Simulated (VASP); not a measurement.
Band structure of TlIO$_{3}$ (space group R3m). Computed with r2SCAN meta-GGA, VASP's PBE PAW potentials (set 64) (plane waves; VASP).

Unless said otherwise, spin-orbit coupling is left out, though it shifts the bands of the heavy elements here.

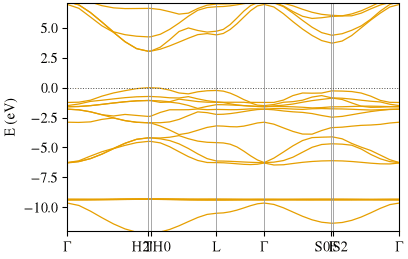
Fig. 1. Bands along high-symmetry lines, zero at the valence-band maximum or, without a gap, the Fermi level

Q: Read the plot: is there a gap, and where are the band edges?

A: The gap is direct, 3.05 eV, from the valence maximum at T to the conduction minimum at T.

The structure comes from a computed database's TlIO3 entry (R3m); how it stands against other phases isn't given here. It was relaxed first.
